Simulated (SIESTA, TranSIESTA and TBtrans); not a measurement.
Junction: Ru chain bridged by a linear C4 unit along the axis. Leads: straight Ru chain, spacing 2.25 Å. Geometry: 6 atoms about the centre moved by SIESTA (PBE, DZP) to a largest force of 0.02 eV/Å, all others as built, motion along the axis alone. Transport runs along z; the first 6 and the last 6 of the 24 atoms are the lead cells, repeated to infinity.

```xyz
24
Lattice="9.000 0.000 0.000 0.000 9.000 0.000 0.000 0.000 50.110" Properties=species:S:1:pos:R:3 pbc="F F T"
Ru     4.500     4.500     0.000
Ru     4.500     4.500     2.250
Ru     4.500     4.500     4.500
Ru     4.500     4.500     6.750
Ru     4.500     4.500     9.000
Ru     4.500     4.500    11.250
Ru     4.500     4.500    13.500
Ru     4.500     4.500    15.750
Ru     4.500     4.500    18.000
Ru     4.500     4.500    20.133
C      4.500     4.500    21.991
C      4.500     4.500    23.272
C      4.500     4.500    24.586
C      4.500     4.500    25.867
Ru     4.500     4.500    27.726
Ru     4.500     4.500    29.860
Ru     4.500     4.500    32.110
Ru     4.500     4.500    34.360
Ru     4.500     4.500    36.610
Ru     4.500     4.500    38.860
Ru     4.500     4.500    41.110
Ru     4.500     4.500    43.360
Ru     4.500     4.500    45.610
Ru     4.500     4.500    47.860
```
Starting moments (μB): atom 7 +1.5, atom 8 +1.5, atom 9 +1.5, atom 10 +1.5, atom 15 +1.5, atom 16 +1.5, atom 17 +1.5, atom 18 +1.5; lead atoms +1.5 (left) and +1.5 (right).

TranSIESTA and TBtrans, PBE, DZP numerical orbitals (energy shift 0.15 eV), PseudoDojo norm-conserving scalar-relativistic potentials, mesh cutoff 200 Ry, 300 K, spin-polarised (collinear), no spin-orbit coupling; self-consistent non-equilibrium Green functions.

Energies count from the leads' Fermi level. Transmissions are for each spin. The energy step is 0.01 eV; narrower resonances are cut or missed.

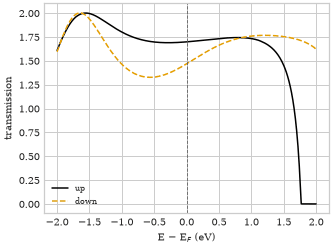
Figure. Transmission against energy

```csv
E (eV),T up,T down,lead channels up,down
-2.00,1.61,1.60,3,3
-1.80,1.89,1.92,3,3
-1.60,2.00,2.00,6,3
-1.40,1.97,1.85,6,3
-1.20,1.88,1.63,6,3
-1.00,1.80,1.46,6,4
-0.80,1.74,1.37,6,4
-0.60,1.71,1.33,6,band edge
-0.40,1.69,1.34,4,6
-0.20,1.69,1.39,4,6
0.00,1.70,1.47,4,6
0.20,1.71,1.55,4,6
0.40,1.73,1.63,4,6
0.60,1.74,1.69,4,6
0.80,1.74,1.74,4,4
1.00,1.73,1.76,4,4
1.20,1.69,1.77,3,4
1.40,1.57,1.76,3,4
1.60,1.23,1.74,3,4
1.80,0.0011,1.70,1,4
2.00,0.00099,1.62,1,3
```

The magnetic order of the leads was set by the start, and no other order was tried; the separate lead runs end at 1.33 (left) and 1.33 (right) μB an atom. The straight chain is held at its spacing; free chains may zigzag or dimerise.
